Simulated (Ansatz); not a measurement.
**InCl (SMILES [Cl][In]) at 6 levels**

Aim: a comparison of 6 runs (BHLYP/STO-3G, PBE0/STO-3G, r2SCAN/STO-3G, wB97M-V/STO-3G, wB97X/STO-3G, UMP2/STO-3G) of InCl. 

The calculation is run with Ansatz 0.2.0.

47 further runs of the same task are left out: 4 that didn't finish, 43 set aside as unsound or not needed.

## (1) The system as given

InCl has 2 atoms, charge 0, and is taken as a singlet. As SMILES, `[Cl][In]`. The In2–Cl1 distance was set to 4.827 Å, away from the relaxed value.

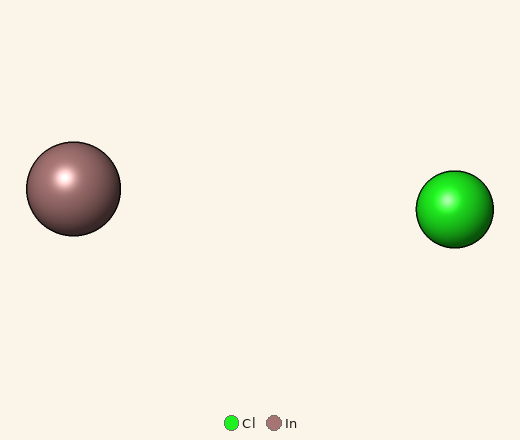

The structure, seen from a chosen angle (chlorine green, indium brown).

## (2) A single-point energy at BHLYP/STO-3G (run 1)

File run.yaml:

```yaml
crystal:
  periodic: [false, false, false]
  atoms:
    - symbol: Cl
      position_ang: [0.000000, -0.000000, -2.427410]
    - symbol: In
      position_ang: [-0.000000, 0.000000, 2.399590]
basis:
  gaussian:
    orbitals: STO-3G
hamiltonian:
  xc: {name: BHLYP}
accuracy: high
```

Run with:

```bash
$ ansatz run run.yaml --threads 1 --pin off --max-ram 3480MiB --events-out events.jsonl --progress --plain --runs-dir runs
```

The log of the run:

```text
Warning: RAYON_NUM_THREADS=1 ignored (pool sized by the plan → 1); use --threads N
Functional definition: BHLYP
  name "BHLYP"
  parameter a = 0.5
  exchange = (1 - a)*b88_x + a*exact_x
  correlation = lyp_c
599 factors; integrals over basis functions are off by at most 4.1e-9 eV
mean field evaluation 1: about -167079.7670 eV, gradient 2.6e0 eV
mean field evaluation 2: about -166833.6891 eV, gradient 2.8e1 eV
mean field evaluation 4: about -166835.9576 eV, gradient 4.7e1 eV
mean field evaluation 8: about -167080.4341 eV, gradient 8.2e-2 eV
mean field evaluation 16: about -167080.2740 eV, gradient 1.4e0 eV
mean field evaluation 32: about -167080.2938 eV, gradient 2.1e0 eV
mean field -167080.43456371 eV, -6140.0927190301 hartree, gradient 1.6e-8 eV, S^2 0.000000; 4 other end points of the search recorded, 0 dependent functions left out
reference -167080.43458473 eV, -6140.0927198028 hartree; 33, 33 occupied and 3, 3 virtual orbitals, 599 factors
Total energy: -167080.43458473 eV, -6140.0927198028 hartree
```

Run time: 0.8 s. Hardware: 1 thread of AMD EPYC 9R45 (Zen 5), shared host; peak memory 0.13 GiB.

## (3) The energy at PBE0/STO-3G (run 2)

File in.yaml:

```yaml
crystal:
  periodic: [false, false, false]
  atoms:
    - symbol: Cl
      position_ang: [0.000000, -0.000000, -2.427410]
    - symbol: In
      position_ang: [-0.000000, 0.000000, 2.399590]
basis:
  gaussian: {orbitals: STO-3G}
magnetization: {spin_polarized: false}
hamiltonian: {xc: pbe0}
accuracy: high
```

Run with:

```bash
$ ansatz run in.yaml --threads 1 --pin off --max-ram 3480MiB --events-out events.jsonl --progress --plain --runs-dir runs
```

The log of the run:

```text
Warning: RAYON_NUM_THREADS=1 ignored (pool sized by the plan → 1); use --threads N
Functional definition: PBE0
  name "PBE0"
  parameter a = 0.25
  parameter kappa = 0.804
  parameter beta = 0.06672455060314922
  exchange = (1 - a)*pbe_x(kappa = kappa, mu = beta*pi^2/3) + a*exact_x
  correlation = pbe_c(beta = beta)
599 factors; integrals over basis functions are off by at most 4.1e-9 eV
mean field evaluation 1: about -167062.8121 eV, gradient 2.8e0 eV
mean field evaluation 2: about -166816.5539 eV, gradient 2.4e1 eV
mean field evaluation 4: about -166816.6928 eV, gradient 2.5e1 eV
mean field evaluation 8: about -167063.9362 eV, gradient 8.6e-3 eV
mean field evaluation 16: about -167032.9425 eV, gradient 4.8e1 eV
mean field evaluation 32: about -166961.4435 eV, gradient 1.3e1 eV
mean field -167063.93621344 eV, -6139.4864158408 hartree, gradient 8.9e-9 eV, S^2 0.000000; 4 other end points of the search recorded, 0 dependent functions left out
reference -167063.93621495 eV, -6139.4864158962 hartree; 33, 33 occupied and 3, 3 virtual orbitals, 599 factors
Total energy: -167063.93621495 eV, -6139.4864158962 hartree
```

Wall time 0.84 s (1 thread of AMD EPYC 9R45 (Zen 5), shared host); peak memory 0.13 GiB.

Runs 3 to 5 aren't shown in full; the table further down has their settings and results.

## (4) A single-point energy at UMP2/STO-3G (run 6)

File run.yaml:

```yaml
crystal:
  periodic: [false, false, false]
  atoms:
    - {symbol: Cl, position_ang: [0.000000, -0.000000, -2.427410]}
    - {symbol: In, position_ang: [-0.000000, 0.000000, 2.399590]}
basis:
  gaussian:
    orbitals: STO-3G
total_charge: 0
magnetization:
  spin_polarized: true
  initial_magnetization: 0
correlation:
  method: mp2
  frozen_orbitals: {Cl: 5, In: 18}
accuracy: high
```

Run with:

```bash
$ ansatz run run.yaml --threads 1 --pin off --max-ram 3480MiB --events-out events.jsonl --progress --plain --runs-dir runs
```

The log of the run:

```text
Warning: RAYON_NUM_THREADS=1 ignored (pool sized by the plan → 1); use --threads N
Functional definition: HF
  name "HF"
  exchange = exact_x
  correlation = 0
599 factors; integrals over basis functions are off by at most 4.1e-9 eV
mean field evaluation 1: about -167004.9244 eV, gradient 1.7e0 eV
mean field evaluation 2: about -167004.9395 eV, gradient 1.7e0 eV
mean field evaluation 4: about -167005.0230 eV, gradient 2.6e-1 eV
mean field evaluation 8: about -167005.0429 eV, gradient 9.1e-2 eV
mean field evaluation 16: about -167005.0443 eV, gradient 2.6e-5 eV
mean field evaluation 32: about -167005.0909 eV, gradient 2.7e-8 eV
mean field evaluation 64: about -167005.0903 eV, gradient 4.3e-2 eV
mean field evaluation 96: about -167005.0851 eV, gradient 9.0e-2 eV
mean field evaluation 128: about -167005.0903 eV, gradient 3.8e-2 eV
mean field evaluation 160: about -167004.9672 eV, gradient 1.2e-7 eV
mean field evaluation 192: about -167004.2932 eV, gradient 5.0e0 eV
mean field -167005.09089499 eV, -6137.3238902745 hartree, gradient 2.6e-8 eV, S^2 0.475182; 23 other end points of the search recorded, 0 dependent functions left out
23 core orbitals not correlated: weight in the atoms' cores, before any rotation towards them, 1.000 or more for the frozen orbitals, at most 0.000 for the correlated occupied ones
reference -167005.09089499 eV, -6137.3238902745 hartree; 10, 10 occupied and 3, 3 virtual orbitals, 599 factors
second order -0.51373971 eV of doubles, -0.00000000 eV of singles
Total energy: -167005.60463470 eV, -6137.3427698607 hartree
```

Wall time 2.1 s (1 thread of AMD EPYC 9R45 (Zen 5), shared host); peak memory 0.13 GiB.

## (5) The series

```csv
run,level,frozen core orbitals,energy (Eh),wall time
1,BHLYP/STO-3G,–,-6140.092720,0.8 s
2,PBE0/STO-3G,–,-6139.486416,0.84 s
3,r2SCAN/STO-3G,–,-6140.073228,2.9 s
4,wB97M-V/STO-3G,–,-6140.042453,4.8 s
5,wB97X/STO-3G,–,-6140.033409,2.9 s
6,UMP2/STO-3G,23,-6137.342770,2.1 s
```

## (6) What came out

```
                                           quantity           value
                                run 6: total energy  -6137.34277 Eh
run 6: correlation energy (23 core orbitals frozen)       -18.9 mEh
           run 6: ⟨S²⟩ of the reference determinant           0.475
```

What this shows: Totals of different functionals can't be ranked against each other. In runs 1, 2, 3, 4, 5, 6 the basis is minimal, so the values are rough. In runs 1, 2, 3, 4, 5, 6 relativity is left out where basis or elements ask for it. Spin contamination of the reference: run 6 ⟨S²⟩ = 0.48. All runs together took 14 s, the longest 4.8 s.
